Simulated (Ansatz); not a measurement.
# Si₂N₃H₉: a ladder of functionals and wavefunction methods

Aim: compute Si₂N₃H₉ with functionals from several rungs and with coupled cluster, and see how far each lands from CCSD(T) at the basis-set limit for the atomisation energy.

Computed with Ansatz 0.2.0, Gaussian basis. Level: functionals in def2-TZVPP, the program's frozen cores in correlated methods.

The runs, in order: PBE-D4, r2SCAN-D4, PBE0-D4, B3LYP-D4, ωB97X-V, ωB97M-V, B2PLYP; CCSD(T)/def2-TZVPP; MP2/def2-QZVPP; extrapolation to the limit.

**1. The geometry**

All runs share one geometry, relaxed beforehand with PBE0-D4 in a triple-zeta def2 set.

14 atoms, charge 0, spin multiplicity 1.

Atoms are counted from 1 here; the program's logs count them from 0.

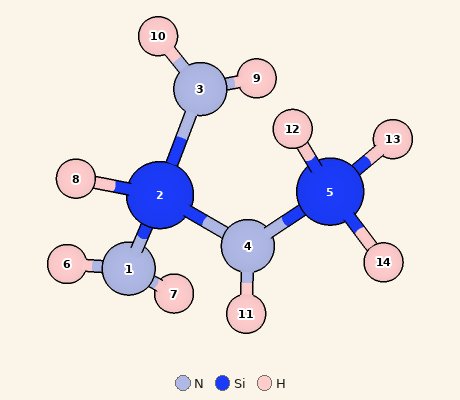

The structure; nitrogen light blue, silicon blue, hydrogen pink; atoms are numbered from 1 in the order of the file.

**2. PBE-D4 (GGA)**

Input file in.yaml:

```yaml
crystal:
  periodic: [false, false, false]
  atoms:
    - {symbol: N, position_ang: [-1.372414, 1.859883, 0.442742]}
    - {symbol: Si, position_ang: [-0.376676, 0.497963, 0.744022]}
    - {symbol: N, position_ang: [1.334984, 0.592241, 0.816307]}
    - {symbol: N, position_ang: [-0.656373, -0.580145, -0.563406]}
    - {symbol: Si, position_ang: [0.434725, -1.799032, -1.116991]}
    - {symbol: H, position_ang: [-1.617928, 2.482752, 1.194815]}
    - {symbol: H, position_ang: [-1.344511, 2.343716, -0.440435]}
    - {symbol: H, position_ang: [-0.766955, 0.045746, 2.105927]}
    - {symbol: H, position_ang: [1.892068, 0.901874, 0.036373]}
    - {symbol: H, position_ang: [1.800857, 0.757235, 1.692701]}
    - {symbol: H, position_ang: [-1.586127, -0.595030, -0.953667]}
    - {symbol: H, position_ang: [0.907686, -2.690526, -0.025394]}
    - {symbol: H, position_ang: [1.636338, -1.226017, -1.783749]}
    - {symbol: H, position_ang: [-0.298672, -2.619860, -2.120341]}
basis:
  gaussian: {orbitals: def2-TZVPP}
hamiltonian: {xc: pbe, dispersion: d4}
output: {forces: true, orbitals: {seedname: orbitals}}
```

Command:

```console
$ ansatz run in.yaml --threads 4 --pin off --events-out ev --progress --plain --max-ram 10444MiB
```

Further steps of the session: r2SCAN-D4 (meta-GGA); PBE0-D4 (hybrid); B3LYP-D4 (hybrid); ωB97X-V (range-separated); ωB97M-V (range-separated); B2PLYP (double hybrid); CCSD(T) in def2-TZVPP; MP2 in def2-QZVPP.

Before running them: what should the planned runs give, taken together? Wanted: atomisation energy, CCSD(T)/CBS; farthest; mean size of error, hybrid; mean size of error, range-separated; gap, smallest and largest; T1 diagnostic; triples share of the correlation energy.

The runs gave:

```
                               quantity                                 value
        atomisation energy, CCSD(T)/CBS                         4785.2 kJ/mol
 functionals within 23.9 kJ/mol (0.5 %)             PBE-D4, B3LYP-D4, ωB97M-V
                               farthest                 B2PLYP (-62.8 kJ/mol)
             mean size of error, hybrid                           34.2 kJ/mol
    mean size of error, range-separated                           22.1 kJ/mol
              gap, smallest and largest  5.43 eV (PBE-D4), 12.04 eV (ωB97X-V)
                          T1 diagnostic                                0.0103
triples share of the correlation energy                                 3.6 %
```

What this shows: PBE-D4 is off by +12.9 kJ/mol. Double hybrids carry the basis error of their MP2 part in triple zeta, and no dispersion term here, so their miss is partly the set-up's. Misses under about 23.9 kJ/mol are within the doubt on the reference itself, which lacks core-valence correlation, relativity and higher excitations. Hartree-Fock recovers 70 % of the binding; the rest is correlation. Orbital gaps span 5.4 to 12.0 eV; exact exchange widens them.
